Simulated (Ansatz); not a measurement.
Run report: Ga7P8H26 (charge +1), molecular dynamics (part 2 of 2)

The same run, continued: Ga7P8H26 (Ga7P8 zinc blende off rod), charge +1; UKS BLYP-d3bjatm/6-31G* (Ansatz 0.2.0). The geometry comes from this level: r2SCAN-D4/def2-SVP.

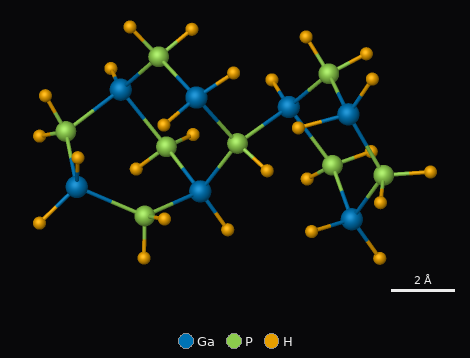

*The geometry at step 25 of the log (ball-and-stick view, seen at a tilt).*

**Trajectory as extended XYZ (Å, eV, eV/Å), 2 of the 26 frames kept, from step=0 to step=25**
```
41
Properties=species:S:1:pos:R:3:forces:R:3 step=0 time_fs=0.0 energy=-441337.87569 temperature=682.9
Ga   -2.0598    1.8517   -4.3215   -0.0328   0.1225  -0.0281
Ga    1.2315   -0.9649   -3.9264    0.0743  -0.0471  -0.0335
Ga   -1.6543   -0.9214   -0.9038   -0.0253  -0.0112   0.1067
Ga    1.3558   -1.2521    1.5296    0.0396  -0.0543  -0.0868
Ga    1.1711    1.9917   -0.8231   -0.0380   0.1135   0.0491
Ga   -1.9025   -1.0627    4.0923   -0.1401   0.0054  -0.0071
Ga    1.1810    1.9296    4.1824   -0.0037   0.1372   0.0019
P    -2.7594    0.6906   -2.2855   -0.0825   0.0336  -0.0066
P    -0.2705   -2.1288   -2.4641   -0.0172  -0.1667   0.0178
P    -0.1901   -2.3697    2.9548   -0.0254  -0.1687   0.0129
P    -0.3152    0.3598   -5.1639   -0.0231   0.0244  -0.1118
P     2.3066    0.5507   -2.4428    0.1192   0.0472   0.0318
P    -0.0256    0.2482    0.3232   -0.0643   0.1018   0.1047
P     2.4734    0.2163    3.0293    0.1792   0.0260   0.0142
P    -0.4371    0.4754    5.2337   -0.0256   0.0305   0.1154
H    -3.2468    1.7049   -5.3160   -0.1637  -0.0265  -0.1373
H    -1.3107    3.1333   -3.8657    0.1050   0.1481   0.0726
H     2.1494   -1.8937   -4.7659    0.1418  -0.1469  -0.1309
H    -2.6168   -1.8795   -0.1440   -0.1394  -0.1405   0.1051
H     2.2429   -2.1536    0.6148    0.1199  -0.1213  -0.1427
H     0.1687    2.8288   -1.6731   -0.1276   0.0912  -0.1195
H     2.2976    2.5310    0.1102    0.1481   0.0605   0.1277
H    -2.6195   -1.9911    5.1123   -0.1011  -0.1432   0.1497
H    -2.5766   -0.2578    2.9336   -0.0616   0.0985  -0.1554
H     0.4226    2.6606    3.0296   -0.0944   0.0713  -0.1564
H     2.0952    2.5759    5.2602    0.1421   0.0916   0.1576
H    -4.0444    0.1360   -2.5258   -0.0717  -0.0190  -0.0042
H    -3.1401    1.7003   -1.3631   -0.0238   0.0431   0.0462
H    -1.0678   -2.9965   -3.2564   -0.0313  -0.0456  -0.0381
H     0.4701   -3.1021   -1.7437    0.0263  -0.0385   0.0268
H    -0.8113   -3.3751    2.1672   -0.0177  -0.0444  -0.0350
H     0.5402   -3.2095    3.8382    0.0335  -0.0473   0.0388
H    -0.8687   -0.5530   -6.1005   -0.0227  -0.0453  -0.0538
H     0.4850    1.1131   -6.0629    0.0441   0.0324  -0.0527
H     3.1380    1.3410   -3.2799    0.0497   0.0327  -0.0489
H     3.3188   -0.2238   -1.8163    0.0489  -0.0374   0.0256
H    -0.7887    0.8976    1.3327   -0.0114   0.0038   0.0293
H     3.5162    0.8289    2.2860    0.0404   0.0142  -0.0286
H     3.2624   -0.5690    3.9126    0.0430  -0.0340   0.0357
H    -1.2932    1.3337    5.9736   -0.0402   0.0404   0.0434
H     0.1726   -0.1947    6.3278    0.0291  -0.0319   0.0643
41
Properties=species:S:1:pos:R:3:forces:R:3 step=25 time_fs=12.5 energy=-441336.12949 temperature=396.4
Ga   -2.1462    1.8585   -4.2927   -1.1594  -0.4216  -1.3638
Ga    1.2451   -0.9612   -3.9364   -0.1129  -0.6071   0.2668
Ga   -1.6534   -0.9472   -0.9047   -0.4906  -1.0660   1.0385
Ga    1.3884   -1.1881    1.5267    0.1253  -1.0990   0.1553
Ga    1.1649    1.9087   -0.8105   -0.2552   0.4072   0.3227
Ga   -1.9174   -1.0295    4.1057   -1.5756  -0.7601   0.0127
Ga    1.2472    1.9248    4.1841    0.3563   1.1187  -1.0113
P    -2.7329    0.6649   -2.2323    0.3481  -1.3160  -1.6046
P    -0.3216   -2.1293   -2.4624    0.9191  -0.7602   0.3826
P    -0.2255   -2.3667    2.9392    0.1806  -0.5592  -0.4385
P    -0.3616    0.3209   -5.2370    0.5776  -0.3615   0.1977
P     2.3622    0.6523   -2.4976    0.0359  -0.8781   0.5379
P    -0.0405    0.1973    0.3433   -0.5720  -0.2128   0.3391
P     2.5345    0.2390    2.9920    0.0568  -0.1041   0.5984
P    -0.4682    0.4979    5.2821    0.5512  -0.1443   1.1784
H    -3.4388    1.7299   -5.3649    0.8722   0.0165   0.8087
H    -1.2788    3.1230   -4.1048    0.1922   0.2128   0.3230
H     1.9358   -2.2254   -4.6347    0.1201   0.5127  -0.0093
H    -2.7128   -1.8817   -0.0528    0.4846   0.4811  -0.4902
H     2.2272   -2.1753    0.6389    0.1277  -0.0682  -0.0603
H     0.1209    2.7448   -1.5533   -0.3626   0.4279  -0.3669
H     2.0730    2.3017    0.3711    0.5699   0.3027   0.0604
H    -2.9873   -2.1582    4.9320    1.1234   1.1317  -0.5948
H    -2.5249    0.1210    3.1177    0.1973  -0.4949   0.1153
H     0.5815    2.6456    2.7873    0.0901  -0.4946   1.1490
H     2.4209    2.7517    4.9862   -0.7636  -0.4645  -0.0359
H    -4.0435    0.1457   -2.1800   -0.3236   0.2157  -0.1898
H    -2.7979    1.6612   -1.3533   -0.3650   1.7812   1.6315
H    -1.1215   -2.6801   -3.4635   -0.5099  -0.3041  -0.3674
H     0.2341   -3.3920   -1.9370   -0.3266   0.9102  -0.2738
H    -0.7119   -3.3557    1.9612    0.1300   0.4766   0.8844
H     0.4084   -3.2028    3.9448   -0.2113   0.1703  -0.5625
H    -0.5706   -0.6333   -6.2815   -0.2215   0.1502   0.0718
H     0.6507    1.0640   -5.8924   -0.0961   0.3151  -0.2185
H     3.1562    1.3669   -3.3978    0.3168   0.5131  -0.1762
H     3.3945    0.0654   -1.6758   -0.2128  -0.1017  -0.5360
H    -0.8029    0.5710    1.5083    0.1228   0.4289  -0.4634
H     3.5856    0.6957    2.1967    0.3646   0.5156  -0.2938
H     3.3485   -0.3822    3.9783   -0.0565  -0.4356  -0.1034
H    -1.4005    1.5444    5.5345   -0.0340  -0.1315   0.3012
H    -0.1524    0.0097    6.6725   -0.2131   0.6969  -1.2150
```

The run was set up as follows.

**Input file**
```yaml
crystal:
  periodic: [false, false, false]
  atoms:
    - {symbol: Ga, position_ang: [-2.059801, 1.851672, -4.321485]}
    - {symbol: Ga, position_ang: [1.231497, -0.964928, -3.926436]}
    - {symbol: Ga, position_ang: [-1.654252, -0.921446, -0.903845]}
    - {symbol: Ga, position_ang: [1.355806, -1.252055, 1.529638]}
    - {symbol: Ga, position_ang: [1.171082, 1.991710, -0.823108]}
    - {symbol: Ga, position_ang: [-1.902486, -1.062747, 4.092304]}
    - {symbol: Ga, position_ang: [1.180967, 1.929597, 4.182412]}
    - {symbol: P, position_ang: [-2.759383, 0.690568, -2.285473]}
    - {symbol: P, position_ang: [-0.270479, -2.128760, -2.464078]}
    - {symbol: P, position_ang: [-0.190133, -2.369732, 2.954804]}
    - {symbol: P, position_ang: [-0.315185, 0.359833, -5.163874]}
    - {symbol: P, position_ang: [2.306592, 0.550673, -2.442818]}
    - {symbol: P, position_ang: [-0.025630, 0.248176, 0.323205]}
    - {symbol: P, position_ang: [2.473410, 0.216306, 3.029348]}
    - {symbol: P, position_ang: [-0.437051, 0.475419, 5.233696]}
    - {symbol: H, position_ang: [-3.246803, 1.704945, -5.315985]}
    - {symbol: H, position_ang: [-1.310699, 3.133281, -3.865666]}
    - {symbol: H, position_ang: [2.149383, -1.893651, -4.765924]}
    - {symbol: H, position_ang: [-2.616766, -1.879484, -0.143957]}
    - {symbol: H, position_ang: [2.242881, -2.153595, 0.614833]}
    - {symbol: H, position_ang: [0.168706, 2.828776, -1.673092]}
    - {symbol: H, position_ang: [2.297578, 2.530977, 0.110218]}
    - {symbol: H, position_ang: [-2.619494, -1.991109, 5.112277]}
    - {symbol: H, position_ang: [-2.576555, -0.257831, 2.933554]}
    - {symbol: H, position_ang: [0.422577, 2.660598, 3.029623]}
    - {symbol: H, position_ang: [2.095212, 2.575928, 5.260166]}
    - {symbol: H, position_ang: [-4.044371, 0.136008, -2.525798]}
    - {symbol: H, position_ang: [-3.140103, 1.700316, -1.363063]}
    - {symbol: H, position_ang: [-1.067763, -2.996483, -3.256391]}
    - {symbol: H, position_ang: [0.470103, -3.102139, -1.743669]}
    - {symbol: H, position_ang: [-0.811278, -3.375070, 2.167231]}
    - {symbol: H, position_ang: [0.540162, -3.209524, 3.838219]}
    - {symbol: H, position_ang: [-0.868716, -0.553011, -6.100514]}
    - {symbol: H, position_ang: [0.485033, 1.113064, -6.062946]}
    - {symbol: H, position_ang: [3.137975, 1.340992, -3.279871]}
    - {symbol: H, position_ang: [3.318797, -0.223789, -1.816316]}
    - {symbol: H, position_ang: [-0.788735, 0.897554, 1.332719]}
    - {symbol: H, position_ang: [3.516152, 0.828937, 2.286047]}
    - {symbol: H, position_ang: [3.262371, -0.568960, 3.912610]}
    - {symbol: H, position_ang: [-1.293238, 1.333673, 5.973637]}
    - {symbol: H, position_ang: [0.172633, -0.194698, 6.327800]}
basis:
  gaussian: {orbitals: "6-31G*", fitting: {mean_field: def2-universal-jkfit}}
total_charge: 1
magnetization: {spin_polarized: true, initial_magnetization: 0}
hamiltonian: {xc: {name: BLYP}, dispersion: d3bjatm}
md: {timestep: 0.5 fs, n_steps: 25, ensemble: nvt_langevin, temperature: 700, initial_velocities: maxwell_boltzmann, friction: 0.01, seed: 906}
scf: {omitted_lower_state_checks: [starts]}
```

Run as:
```bash
ansatz run in.yaml --threads 2 --pin off --events-out ev --progress --plain --max-ram 32768MiB --backend cuda --devices 0, --max-vram 18GiB
```

**Key numbers**

```json
{"quantity": "outcome", "value": "finished"}
{"quantity": "mean temperature over the second half", "value": "464 K"}
{"quantity": "trajectory", "value": "25 steps, 12.5 fs"}
{"quantity": "ensemble", "value": "nvt_langevin"}
{"quantity": "temperature in the input", "value": "700 K"}
{"quantity": "time step", "value": "0.5 fs"}
{"quantity": "potential energy (last step)", "value": "−441336.1304 eV"}
{"quantity": "mean-field energy (last step)", "value": "−441331.4754 eV"}
{"quantity": "dispersion energy (last step)", "value": "−4.6550 eV"}
{"quantity": "SCF solution under orbital rotations (last step)", "value": "stable"}
{"quantity": "largest force (length of the vector) (last step)", "value": "2.443 eV/Å"}
{"quantity": "hardware", "value": "2 CPU threads, shared host"}
{"quantity": "wall time", "value": "2.8 min (CPU time 4.1 min)"}
{"quantity": "peak memory", "value": "1.1 GiB"}
```

So short a trajectory is not equilibrated. The logged temperature at the start can lie below the typed one, since it is counted over all degrees of freedom. The temperature stays far from the 700 K of the thermostat over the second half: the run isn't equilibrated.
